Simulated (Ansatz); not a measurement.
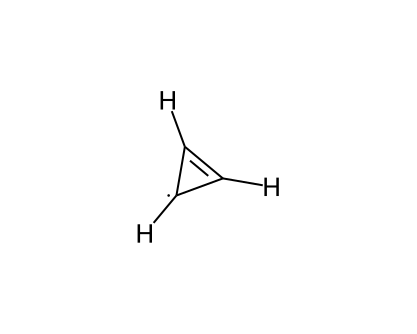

Skeletal drawing of a molecule. The species is neutral and a spin doublet.

Transcribe the drawing into SMILES.

Answer. [CH]1C=C1

Give the formula, hydrogens included.

Answer. C3H3.

An optimisation with PBE0-D4/def2-TZVP gave a structure of which point group?

Answer. Cs.

More results for the same structure follow; atom numbers are the same in all pictures, views and colours differ. Computed geometry: PBE0-D4/def2-TZVP optimisation.

## Charges

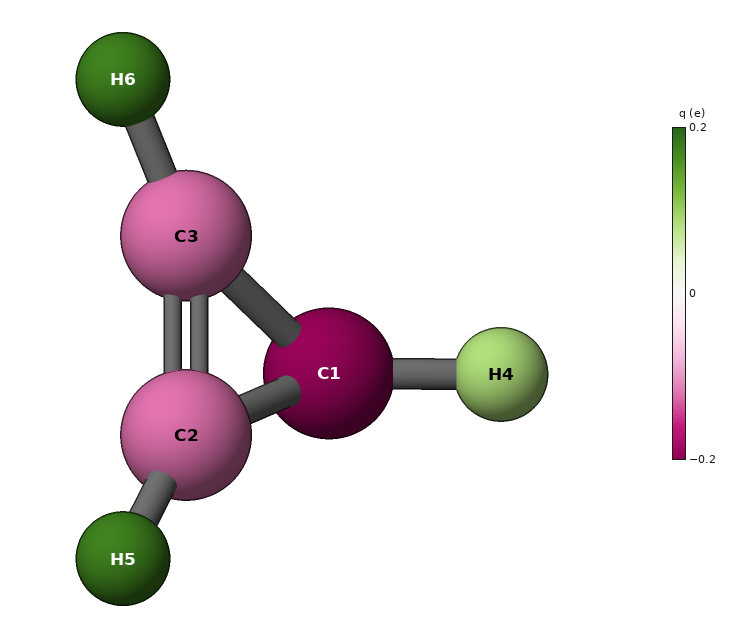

Atoms are coloured by their Mulliken charges. Properties computed with UKS ωB97M-V/def2-TZVPP (Ansatz 0.2.0).

Which atom carries the highest charge (most positive or least negative)?

Answer. H5, H6 (0.18 e).

And the lowest?

Answer. C1 (−0.19 e).

Give the Mulliken charges atom by atom.

| atom | value (e) |
| --- | --- |
| C1 | −0.19 |
| C2 | −0.12 |
| C3 | −0.12 |
| H4 | 0.09 |
| H5 | 0.18 |
| H6 | 0.18 |

## Dipole moment

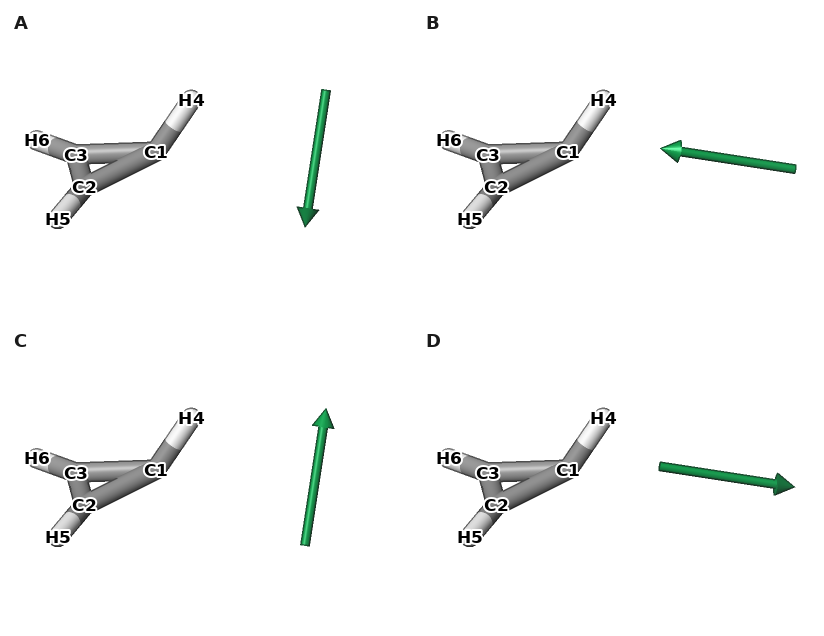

The same molecule four times, each with an arrow. Level of theory: UKS r2SCAN-D4/def2-TZVPP (Ansatz 0.2.0).

Which arrow points along the dipole moment, from the negative to the positive end?

Answer. B. The dipole moment is 1.46 D; it points from the side of H4 to the side of H5, H6 (the outermost atoms at the two ends).

## Vibrations

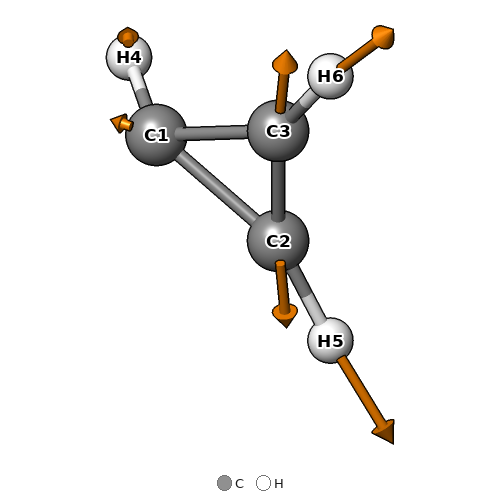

The arrows show one normal mode. Harmonic vibrations computed with UKS PBE0-D4/def2-TZVP (Ansatz 0.2.0) at a stationary point of the same level.

Describe the motion.

Answer. Mostly C–C stretching.

Estimate its harmonic wavenumber.

Answer. 1684 cm⁻¹; it is mode 9 of 12 counted from the lowest.

Mulliken values depend strongly on the basis set and can even reverse the polarity of a bond.
